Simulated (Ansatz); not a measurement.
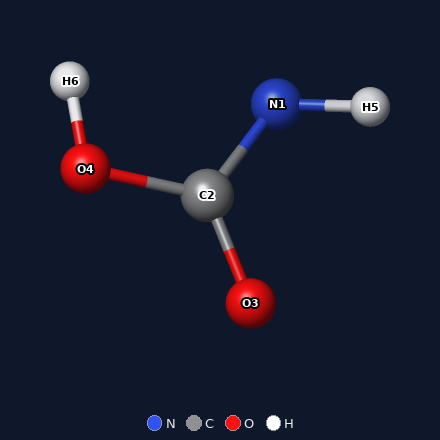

The system is CH₂NO₂, SMILES N=C([O])O, spin multiplicity 2; the picture shows the reference structure. First axis: bond length N1–C2. Second axis: bond length C2–O3. Nothing is relaxed (all other coordinates rigid). The scan uses a 9 × 9 grid. Points are written as (first, second). Energies: eV, counted from the relaxed molecule at the same level. All numbers below come from Ansatz, UKS PBE-D4/def2-SVP.

Its coordinates:

```xyz
6

N     0.1240    0.0416   -1.0574
C     0.0341   -0.2777    0.2624
O     0.4683   -1.3558    0.6860
O    -0.6773    0.5433    1.0527
H     1.0474   -0.2313   -1.4334
H    -0.9965    1.2800    0.4897
```

Range: bond length N1–C2 from 1.143 to 1.769 Å; bond length C2–O3 from 1.064 to 1.732 Å.

Q: Predict the map.

A: The lowest grid point is at (1.378 Å, 1.231 Å), 0.006 eV from the relaxed molecule at the same level. No other kind of well shows on this grid. The highest grid point, (1.769 Å, 1.732 Å), lies 5.42 eV above the lowest. Round the minimum the valley is somewhat tilted: raising bond length N1–C2 shifts the best value of bond length C2–O3 downwards (coupling k₁₂/√(k₁₁k₂₂) about 0.2).

| bond length C2–O3 ↓, bond length N1–C2 → | 1.143 | 1.221 | 1.300 | 1.378 | 1.456 | 1.534 | 1.613 | 1.691 | 1.769 |
| --- | --- | --- | --- | --- | --- | --- | --- | --- | --- |
| 1.732 | 3.50 | 2.81 | 2.69 | 2.93 | 3.35 | 3.86 | 4.41 | 4.93 | 5.42 |
| 1.648 | 3.07 | 2.34 | 2.18 | 2.38 | 2.77 | 3.24 | 3.76 | 4.25 | 4.72 |
| 1.565 | 2.62 | 1.84 | 1.65 | 1.80 | 2.15 | 2.59 | 3.06 | 3.52 | 3.96 |
| 1.481 | 2.17 | 1.34 | 1.09 | 1.20 | 1.50 | 1.89 | 2.33 | 2.76 | 3.16 |
| 1.398 | 1.78 | 0.89 | 0.59 | 0.63 | 0.88 | 1.23 | 1.62 | 2.02 | 2.40 |
| 1.314 | 1.53 | 0.58 | 0.20 | 0.19 | 0.38 | 0.67 | 1.02 | 1.38 | 1.73 |
| 1.231 | 1.58 | 0.54 | 0.09 | 0.01 | 0.13 | 0.38 | 0.68 | 1.00 | 1.33 |
| 1.147 | 2.16 | 1.02 | 0.49 | 0.33 | 0.39 | 0.58 | 0.84 | 1.12 | 1.41 |
| 1.064 | 3.63 | 2.40 | 1.77 | 1.53 | 1.53 | 1.65 | 1.86 | 2.10 | 2.36 |

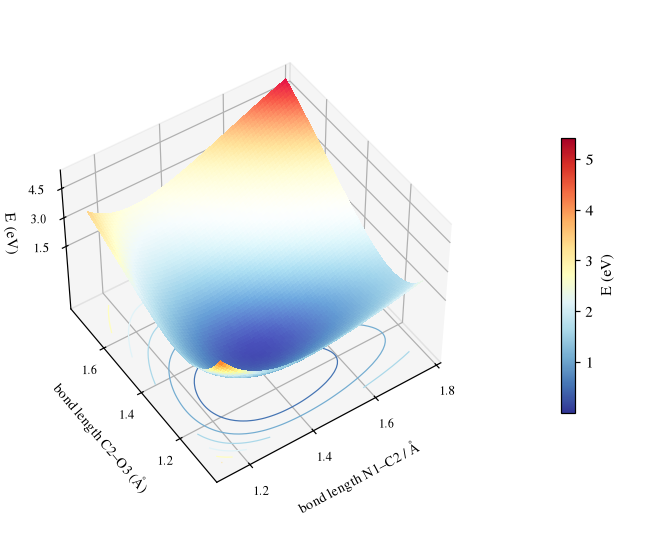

Drawn: a relief with its contours projected below. Between grid points the surface is interpolated.

Time for the 81 points that were run: 13 min on 1 thread of Intel(R) Xeon(R) Platinum 8488C (Sapphire Rapids), with other jobs on the host.
